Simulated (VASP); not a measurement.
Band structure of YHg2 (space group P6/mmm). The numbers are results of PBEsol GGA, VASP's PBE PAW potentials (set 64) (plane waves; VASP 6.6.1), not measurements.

Unless said otherwise, spin-orbit coupling is left out, though it shifts the bands of the heavy elements here.

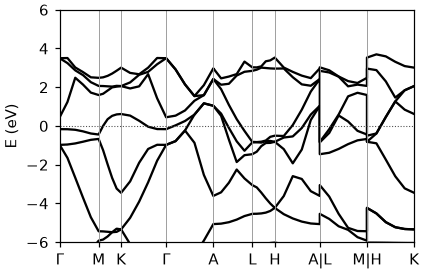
Fig. 1. Bands along high-symmetry lines, zero at the valence-band maximum or, without a gap, the Fermi level

Q: Read the plot: is there a gap, and where are the band edges?

A: It has no gap at this level: it comes out as a metal or semimetal.

The structure comes from a computed database's YHg2 entry (P6/mmm); how it stands against other phases isn't given here. The cell was not relaxed at this level. The electron count is odd and the run is not spin-polarised, which forces a metal.
